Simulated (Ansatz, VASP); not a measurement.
**NbB2: VASP beside Ansatz**

One calculation is typed for both programs; each brings its own data sets and cutoff. How far apart do they land? The cell comes out of earlier VASP steps on this material, which relaxed, scaled or displaced it; both programs get it as it stands.

Main program and level: Ansatz 0.2.0; plane waves, with VASP 6.6.1 beside it; zone-centre phonons at PBEsol.

## (1) The structure

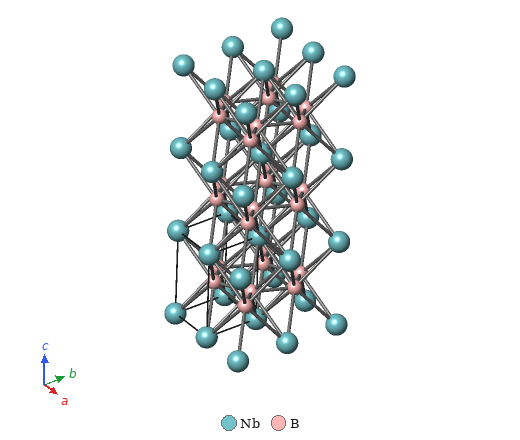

The cell as given, slightly off an axis (niobium teal, boron pink). 2×2×3 cells are drawn. Some periodic images of atoms are drawn too.

Coordinates:

```xyz
3
Lattice="3.0869 0.0000 0.0000 -1.5435 2.6734 0.0000 0.0000 0.0000 3.3056" Properties=species:S:1:pos:R:3 pbc="T T T"
Nb    0.0000    0.0000    0.0000
B     0.0000    1.7822    1.6528
B     1.5435    0.8911    1.6528
```

## (2) VASP: zone-centre phonons, PBEsol

Second derivatives magnify differences that forces hide, and they need a tight electronic threshold.

Lines of VASP's logs that name or quote its potential files are left out, and so is its time.

Input file INCAR:

```
SYSTEM = NbB2
PREC = Accurate
ENCUT = 420
EDIFF = 1E-08
NELM = 100
ISMEAR = 1
SIGMA = 0.2
LREAL = .FALSE.
ALGO = Normal
GGA = PS
NBANDS = 15
LASPH = .TRUE.
LORBIT = 11
LWAVE = .FALSE.
LCHARG = .FALSE.
KPAR = 2
IBRION = 8
ISIF = 2
```

Input file POSCAR:

```
NbB2
1.0
    3.0869409239      0.0000000000      0.0000000000
   -1.5434704619      2.6733692601      0.0000000000
    0.0000000000      0.0000000000      3.3056034464
Nb B
1 2
Direct
    0.0000000000      0.0000000000      0.0000000000
    0.3333333333      0.6666666667      0.5000000000
    0.6666666667      0.3333333333      0.5000000000
```

Input file KPOINTS:

```
Automatic mesh
0
Gamma
14 14 12
0 0 0
```

PAW data sets: Nb_sv and B (PBE family, release 64).

Command:

```sh
> mpirun -np 2 vasp_std
```

Numbers of over 12 decimals in the logs are rounded to 6 here.

The log of the run:

```text
[banner, memory and clock lines left out]
running    2 mpi-ranks, on    1 nodes
 distrk:  each k-point on    1 cores,    2 groups
 distr:  one band on    1 cores,    1 groups

 POSCAR found type information on POSCAR NbB
 POSCAR found :  2 types and       3 ions
|                                                                             |
|               ----> ADVICE to this user running VASP <----                  |
|                                                                             |
|     You enforced a specific xc type in the INCAR file but a different       |
|     [... a line on the potential file left out ...]
|     I HOPE YOU KNOW WHAT YOU ARE DOING!                                     |
|                                                                             |

 LDA part: xc-table for (Slater+PW92), standard interpolation
 POSCAR, INCAR and KPOINTS ok, starting setup
 FFT: planning ... GRIDC
 FFT: planning ... GRID_SOFT
 FFT: planning ... GRID
 WAVECAR not read
 entering main loop
       N       E                     dE             d eps       ncg     rms          rms(c)
DAV:   1     0.116267866383E+03    0.11627E+03   -0.88958E+03  5056   0.106E+03
DAV:   2    -0.256997903531E+02   -0.14197E+03   -0.13793E+03  6405   0.372E+02
DAV:   3    -0.304905386274E+02   -0.47907E+01   -0.46981E+01  7839   0.585E+01
DAV:   4    -0.306618813040E+02   -0.17134E+00   -0.17121E+00  6658   0.106E+01
DAV:   5    -0.306671355289E+02   -0.52542E-02   -0.52528E-02  8080   0.154E+00    0.123E+01
DAV:   6    -0.273838777226E+02    0.32833E+01   -0.12844E+01  8011   0.271E+01    0.311E+00
DAV:   7    -0.274049500919E+02   -0.21072E-01   -0.48684E-01  6207   0.577E+00    0.204E+00
DAV:   8    -0.274028527495E+02    0.20973E-02   -0.58133E-02  8848   0.210E+00    0.340E-01
DAV:   9    -0.274023823305E+02    0.47042E-03   -0.60773E-03  7697   0.676E-01    0.122E-01
DAV:  10    -0.274022756745E+02    0.10666E-03   -0.54710E-04  6633   0.231E-01    0.325E-02
DAV:  11    -0.274022747565E+02    0.91808E-06   -0.34046E-05  7448   0.573E-02    0.126E-02
DAV:  12    -0.274022735763E+02    0.11802E-05   -0.32214E-06  8204   0.128E-02    0.185E-03
DAV:  13    -0.274022735417E+02    0.34600E-07   -0.17769E-07  6316   0.441E-03    0.924E-04
DAV:  14    -0.274022735334E+02    0.82325E-08   -0.98204E-09  4854   0.101E-03
   1 F= -.27402274E+02 E0= -.27402410E+02  d E =0.410233E-03
 Linear response reoptimize wavefunctions to high precision
DAV:   1    -0.274022735210E+02    0.12438E-07   -0.55717E-09  7283   0.622E-04
DAV:   2    -0.274022735210E+02   -0.17735E-10   -0.18505E-10  3346   0.123E-04
 Linear response DOF=           4
 Linear response progress:
  Degree of freedom:   1/  4
       N       E                     dE             d eps       ncg     rms          rms(c)
RMM:   1    -0.553479536122E+00   -0.55348E+00    0.58617E+00 13130   0.267E+01
RMM:   2    -0.453119461638E+00    0.10036E+00   -0.46700E-01 18144   0.529E+00    0.173E-01
RMM:   3    -0.451806336267E+00    0.13131E-02   -0.34584E-02 22582   0.142E+00    0.869E-02
RMM:   4    -0.452040417792E+00   -0.23408E-03   -0.10607E-02 29869   0.533E-01    0.365E-02
RMM:   5    -0.452264428346E+00   -0.22401E-03   -0.10540E-03 28799   0.185E-01    0.234E-02
RMM:   6    -0.452173419287E+00    0.91009E-04   -0.42369E-04 28013   0.105E-01    0.566E-03
RMM:   7    -0.452162647451E+00    0.10772E-04   -0.17132E-04 30854   0.504E-02    0.422E-03
RMM:   8    -0.452096447359E+00    0.66200E-04   -0.64060E-05 30237   0.298E-02    0.576E-03
RMM:   9    -0.452057762328E+00    0.38685E-04    0.65851E-05 29753   0.198E-02    0.424E-03
RMM:  10    -0.452070814988E+00   -0.13053E-04   -0.25864E-05 31723   0.132E-02    0.344E-03
RMM:  11    -0.452067892827E+00    0.29222E-05   -0.23913E-05 30272   0.961E-03    0.260E-03
RMM:  12    -0.452074870203E+00   -0.69774E-05   -0.20060E-05 29608   0.745E-03    0.196E-03
RMM:  13    -0.452081851199E+00   -0.69810E-05   -0.15944E-05 30197   0.569E-03    0.155E-03
RMM:  14    -0.452088513101E+00   -0.66619E-05   -0.11000E-05 30312   0.448E-03    0.123E-03
[...]
RMM:  19    -0.452097491782E+00   -0.33762E-06   -0.40872E-06 31388   0.176E-03    0.693E-05
RMM:  20    -0.452096861671E+00    0.63011E-06   -0.41284E-06 27182   0.154E-03    0.124E-04
RMM:  21    -0.452097038637E+00   -0.17697E-06   -0.16032E-06 27085   0.132E-03    0.138E-04
RMM:  22    -0.452097257253E+00   -0.21862E-06   -0.23020E-06 30736   0.113E-03    0.156E-04
RMM:  23    -0.452097000055E+00    0.25720E-06   -0.13665E-06 27659   0.101E-03    0.186E-04
RMM:  24    -0.452097193651E+00   -0.19360E-06   -0.16396E-06 27211   0.880E-04    0.197E-04
RMM:  25    -0.452097380736E+00   -0.18709E-06   -0.95866E-07 26934   0.781E-04    0.205E-04
RMM:  26    -0.452097551052E+00   -0.17032E-06   -0.17556E-06 29561   0.687E-04    0.215E-04
 first order change of Fermi-energy  -0.85119E-03
 force on displaced ion       1 direction 1 : -12.260  -0.000   0.000
 Linear response progress:
  Degree of freedom:   2/  4
       N       E                     dE             d eps       ncg     rms          rms(c)
RMM:   1    -0.610008249861E+00   -0.61001E+00    0.54327E+00  5605   0.263E+01
RMM:   2    -0.515239330102E+00    0.94769E-01   -0.46850E-01  7619   0.517E+00    0.180E-01
RMM:   3    -0.513932397723E+00    0.13069E-02   -0.32275E-02  8955   0.133E+00    0.919E-02
RMM:   4    -0.514860696361E+00   -0.92830E-03   -0.12205E-02 11362   0.491E-01    0.441E-02
RMM:   5    -0.514976618613E+00   -0.11592E-03   -0.98924E-04 11899   0.159E-01    0.297E-02
RMM:   6    -0.514725624044E+00    0.25099E-03   -0.39030E-04 11094   0.950E-02    0.804E-03
RMM:   7    -0.514733501128E+00   -0.78771E-05   -0.14625E-04 12179   0.415E-02    0.304E-03
RMM:   8    -0.514683832216E+00    0.49669E-04   -0.65321E-05 12080   0.239E-02    0.255E-03
RMM:   9    -0.514677845474E+00    0.59867E-05   -0.34305E-05 12365   0.149E-02    0.119E-03
RMM:  10    -0.514683959790E+00   -0.61143E-05   -0.19644E-05 12539   0.956E-03    0.393E-04
RMM:  11    -0.514681372248E+00    0.25875E-05   -0.11149E-05 12244   0.634E-03    0.666E-04
RMM:  12    -0.514685673184E+00   -0.43009E-05   -0.71963E-06 11323   0.488E-03    0.271E-04
RMM:  13    -0.514688770080E+00   -0.30969E-05   -0.55432E-06 12436   0.349E-03    0.214E-04
RMM:  14    -0.514690589817E+00   -0.18197E-05   -0.46373E-06 11850   0.258E-03    0.195E-04
[...]
RMM:  38    -0.514700241382E+00   -0.11732E-08   -0.23520E-07  7713   0.554E-05    0.255E-06
RMM:  39    -0.514700241264E+00    0.11805E-09   -0.23239E-07  7290   0.505E-05    0.301E-06
RMM:  40    -0.514700241557E+00   -0.29265E-09   -0.19934E-07  7047   0.462E-05    0.342E-06
RMM:  41    -0.514700244868E+00   -0.33114E-08   -0.20026E-07  6902   0.427E-05    0.364E-06
RMM:  42    -0.514700243138E+00    0.17303E-08   -0.17228E-07  6536   0.396E-05    0.396E-06
RMM:  43    -0.514700243169E+00   -0.31355E-10   -0.16358E-07  6347   0.369E-05    0.427E-06
RMM:  44    -0.514700244968E+00   -0.17987E-08   -0.14985E-07  6250   0.345E-05    0.447E-06
RMM:  45    -0.514700254878E+00   -0.99095E-08   -0.14440E-07  8419   0.326E-05    0.422E-06
 first order change of Fermi-energy   0.75216E-03
 force on displaced ion       1 direction 3 :  -0.000   0.000 -15.362
 Linear response progress:
  Degree of freedom:   3/  4
       N       E                     dE             d eps       ncg     rms          rms(c)
RMM:   1    -0.493454498078E-01   -0.49345E-01   -0.28495E-02 51628   0.116E+00
RMM:   2    -0.438074863194E-01    0.55380E-02   -0.28535E-03 39601   0.338E-01    0.153E-01
RMM:   3    -0.437384800684E-01    0.69006E-04   -0.95861E-04 40748   0.162E-01    0.755E-02
RMM:   4    -0.442880320012E-01   -0.54955E-03   -0.59949E-04 38679   0.128E-01    0.843E-03
RMM:   5    -0.442786699568E-01    0.93620E-05   -0.94394E-05 47397   0.447E-02    0.332E-03
RMM:   6    -0.442835283772E-01   -0.48584E-05   -0.17758E-05 50319   0.147E-02    0.194E-03
RMM:   7    -0.442849179735E-01   -0.13896E-05   -0.35695E-06 49609   0.616E-03    0.404E-04
RMM:   8    -0.442834262185E-01    0.14918E-05   -0.82705E-07 51981   0.263E-03    0.141E-04
RMM:   9    -0.442844681067E-01   -0.10419E-05   -0.24628E-07 52828   0.111E-03    0.743E-05
RMM:  10    -0.442839134790E-01    0.55463E-06   -0.11546E-07 52250   0.495E-04    0.320E-05
RMM:  11    -0.442841342056E-01   -0.22073E-06   -0.51675E-08 52963   0.228E-04    0.126E-05
RMM:  12    -0.442841061684E-01    0.28037E-07   -0.14134E-08 53832   0.107E-04    0.641E-06
RMM:  13    -0.442841069634E-01   -0.79503E-09   -0.21573E-08 52643   0.525E-05    0.307E-06
 first order change of Fermi-energy   0.39998E-04
 force on displaced ion       2 direction 1 : -16.523   0.001   0.000
 Linear response progress:
  Degree of freedom:   4/  4
       N       E                     dE             d eps       ncg     rms          rms(c)
RMM:   1    -0.482743197744E-01   -0.48274E-01   -0.97553E-03 18099   0.125E+00
RMM:   2    -0.444310174107E-01    0.38433E-02   -0.24952E-03 13463   0.348E-01    0.117E-01
RMM:   3    -0.443863264891E-01    0.44691E-04   -0.10459E-03 14615   0.173E-01    0.554E-02
RMM:   4    -0.447667312411E-01   -0.38040E-03   -0.45551E-04 14903   0.109E-01    0.117E-02
RMM:   5    -0.448152426900E-01   -0.48511E-04   -0.77339E-05 16707   0.459E-02    0.340E-03
RMM:   6    -0.448368393326E-01   -0.21597E-04   -0.14609E-05 16865   0.173E-02    0.131E-03
RMM:   7    -0.448251875706E-01    0.11652E-04   -0.31204E-06 17233   0.742E-03    0.366E-04
RMM:   8    -0.448285078017E-01   -0.33202E-05   -0.86190E-07 17199   0.351E-03    0.250E-04
RMM:   9    -0.448271491508E-01    0.13587E-05   -0.23592E-07 17729   0.164E-03    0.435E-05
RMM:  10    -0.448271405356E-01    0.86152E-08   -0.44822E-08 18451   0.716E-04    0.366E-05
 first order change of Fermi-energy  -0.36763E-04
 force on displaced ion       2 direction 3 :   0.000  -0.000  -9.899
 Linear response finished
```

OUTCAR, selected parts (step 2):

```text
ion  position               nearest neighbor table
   1  0.000  0.000  0.000-   2 2.43   3 2.43   2 2.43   3 2.43   2 2.43   2 2.43   3 2.43   3 2.43
                             3 2.43   3 2.43   2 2.43   2 2.43
   2  0.333  0.667  0.500-   3 1.78   3 1.78   3 1.78   1 2.43   1 2.43   1 2.43   1 2.43   1 2.43
                             1 2.43
   3  0.667  0.333  0.500-   2 1.78   2 1.78   2 1.78   1 2.43   1 2.43   1 2.43   1 2.43   1 2.43
                             1 2.43

  LATTYP: Found a hexagonal cell.
 ALAT       =     3.0869409239
 C/A-ratio  =     1.0708346962

 Subroutine GETGRP returns: Found 24 space group operations
 (whereof 24 operations were pure point group operations)

The static configuration has the point symmetry D_6h.

 Found    168 irreducible k-points:

   k-points           NKPTS =    168   k-points in BZ     NKDIM =    168   number of bands    NBANDS=     15

   dimension x,y,z NGX =    24 NGY =   24 NGZ =   24
   dimension x,y,z NGXF=    48 NGYF=   48 NGZF=   48

   ENCUT  =  420.0 eV  30.87 Ry    5.56 a.u.   5.16  5.16  5.52*2*pi/ulx,y,z

   NELECT =      19.0000    total number of electrons

 k-points in reciprocal lattice and weights: Automatic mesh
   0.00000000  0.00000000  0.00000000       0.000
   0.07142857  0.00000000  0.00000000       0.003
   0.14285714  0.00000000  0.00000000       0.003
   0.21428571  0.00000000  0.00000000       0.003
   0.28571429 -0.00000000  0.00000000       0.003
   0.35714286  0.00000000  0.00000000       0.003
   0.42857143  0.00000000  0.00000000       0.003
   0.50000000  0.00000000  0.00000000       0.001
   0.07142857  0.07142857  0.00000000       0.003
[...]
0.28571429  0.28571429  0.50000000       0.003
   0.35714286  0.28571429  0.50000000       0.003

 average (electrostatic) potential at core
       1 -76.4885       2 -20.7894       3 -20.7894

  Total        0.1450501      0.1450501     -0.3149646      0.0000000      0.0000000      0.0000000
  in kB        8.5190412      8.5190412    -18.4984055      0.0000000      0.0000000      0.0000000
  external PRESSURE =      -0.4867744 kB  Pullay stress =       0.0000000 kB

  energy-cutoff  :      420.00
  volume of cell :       27.28
      direct lattice vectors                 reciprocal lattice vectors
     3.086940924  0.000000000  0.000000000     0.323945299  0.187029905  0.000000000
    -1.543470462  2.673369260  0.000000000     0.000000000  0.374059811  0.000000000
     0.000000000  0.000000000  3.305603446     0.000000000  0.000000000  0.302516626

 POSITION                                       TOTAL-FORCE (eV/Angst)
 -----------------------------------------------------------------------------------
      0.00000      0.00000      0.00000        -0.000000      0.000000      0.000000
     -0.00000      1.78225      1.65280         0.000000     -0.000000      0.000000
      1.54347      0.89112      1.65280        -0.000000      0.000000      0.000000
 -----------------------------------------------------------------------------------
    total drift:                               -0.000000      0.000000      0.000000

 Eigenvectors and eigenvalues of the dynamical matrix
 ----------------------------------------------------

   1 f  =   24.683340 THz   155.090002 2PiTHz  823.347613 cm-1   102.082048 meV
             X         Y         Z           dx          dy          dz
      0.000000  0.000000  0.000000    -0.000000   -0.000000   -0.000000
     -0.000000  1.782246  1.652802    -0.392430   -0.588216   -0.000000
      1.543470  0.891123  1.652802     0.392430    0.588216    0.000000

   2 f  =   24.683340 THz   155.090002 2PiTHz  823.347613 cm-1   102.082048 meV
             X         Y         Z           dx          dy          dz
      0.000000  0.000000  0.000000    -0.000000   -0.000000    0.000000
     -0.000000  1.782246  1.652802    -0.588216    0.392430    0.000000
      1.543470  0.891123  1.652802     0.588216   -0.392430   -0.000000

   3 f  =   16.552214 THz   104.000626 2PiTHz  552.122418 cm-1    68.454425 meV
             X         Y         Z           dx          dy          dz
      0.000000  0.000000  0.000000     0.000000   -0.000000    0.000000
     -0.000000  1.782246  1.652802    -0.000000    0.000000   -0.707107
      1.543470  0.891123  1.652802    -0.000000    0.000000    0.707107

   4 f  =   14.629217 THz    91.918081 2PiTHz  487.978150 cm-1    60.501552 meV
             X         Y         Z           dx          dy          dz
      0.000000  0.000000  0.000000     0.000000   -0.000000    0.434532
     -0.000000  1.782246  1.652802    -0.000000    0.000000   -0.636860
      1.543470  0.891123  1.652802    -0.000000    0.000000   -0.636860

   5 f  =   13.039263 THz    81.928108 2PiTHz  434.943010 cm-1    53.926036 meV
             X         Y         Z           dx          dy          dz
      0.000000  0.000000  0.000000    -0.241707   -0.362307   -0.000000
     -0.000000  1.782246  1.652802     0.353248    0.529501   -0.000000
      1.543470  0.891123  1.652802     0.353248    0.529501   -0.000000

   6 f  =   13.039263 THz    81.928108 2PiTHz  434.943010 cm-1    53.926036 meV
             X         Y         Z           dx          dy          dz
      0.000000  0.000000  0.000000     0.362307   -0.241707   -0.000000
     -0.000000  1.782246  1.652802    -0.529501    0.353248    0.000000
      1.543470  0.891123  1.652802    -0.529501    0.353248    0.000000

   7 f/i=    0.000600 THz     0.003771 2PiTHz    0.020021 cm-1     0.002482 meV
             X         Y         Z           dx          dy          dz
      0.000000  0.000000  0.000000     0.000000    0.000000   -0.900657
     -0.000000  1.782246  1.652802     0.000000    0.000000   -0.307260
      1.543470  0.891123  1.652802     0.000000    0.000000   -0.307260

   8 f/i=    0.015029 THz     0.094431 2PiTHz    0.501320 cm-1     0.062156 meV
             X         Y         Z           dx          dy          dz
      0.000000  0.000000  0.000000    -0.300907    0.848390    0.000000
     -0.000000  1.782246  1.652802    -0.102947    0.290252    0.000000
      1.543470  0.891123  1.652802    -0.102947    0.290252    0.000000

   9 f/i=    0.015029 THz     0.094431 2PiTHz    0.501320 cm-1     0.062156 meV
             X         Y         Z           dx          dy          dz
      0.000000  0.000000  0.000000    -0.848390   -0.300907   -0.000000
     -0.000000  1.782246  1.652802    -0.290252   -0.102947   -0.000000
      1.543470  0.891123  1.652802    -0.290252   -0.102947   -0.000000

 ELASTIC MODULI CONTR FROM IONIC RELAXATION (kBar)
 Direction    XX          YY          ZZ          XY          YZ          ZX
 --------------------------------------------------------------------------------
 XX          -0.3017      0.3017     -0.0000     -0.0000      0.0000      0.0000
 YY           0.3017     -0.3017     -0.0000     -0.0000      0.0000     -0.0000
 ZZ          -0.0000     -0.0000     -0.0000     -0.0000      0.0000     -0.0000
 XY          -0.0000     -0.0000     -0.0000     -0.3017      0.0000     -0.0000
 YZ           0.0000      0.0000      0.0000      0.0000      0.0000      0.0000
 ZX           0.0000     -0.0000     -0.0000     -0.0000      0.0000     -0.0000
 --------------------------------------------------------------------------------
```

[end of part 1 of 2]

[Lines on the potential files, build, host, timing and source positions are cut from VASP's logs without a mark.]

[Logs are printed without paths, hosts, clocks, repeated set-up lines and the standing remarks that a program may print on its own settings, such as how far it seeks lower states.]

[Hosts, paths, dates, database ids (printed as entryN), source tags and the programs' standing remarks are cut or masked in the printed files.]
